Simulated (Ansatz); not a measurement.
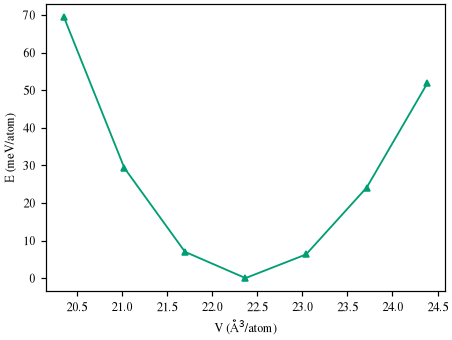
Fig. 1. Zr₃Sn (A15 (Cr3Si type), space group No. 223) under volume change, r²SCAN in the plane-wave PAW code Ansatz, scaled uniformly.

Q: What does a third-order Birch–Murnaghan fit give for V₀, B₀ and B′?

A: V₀ = 22.37 Å³/atom, B₀ = 105 GPa, B′ = 3.9.

Space group Pm-3n (A15 (Cr3Si type)). The workflow started from an entry of the Crystallography Open Database (COD). Whether it is the stable phase at ambient conditions was not checked. The r²SCAN relaxation kept the symmetry of its start; whether a distortion lowers the energy is not shown. The run is not spin-polarised. Spin–orbit coupling is left out wherever it is not named.

Potentials: the later of the program's two PAW sets.
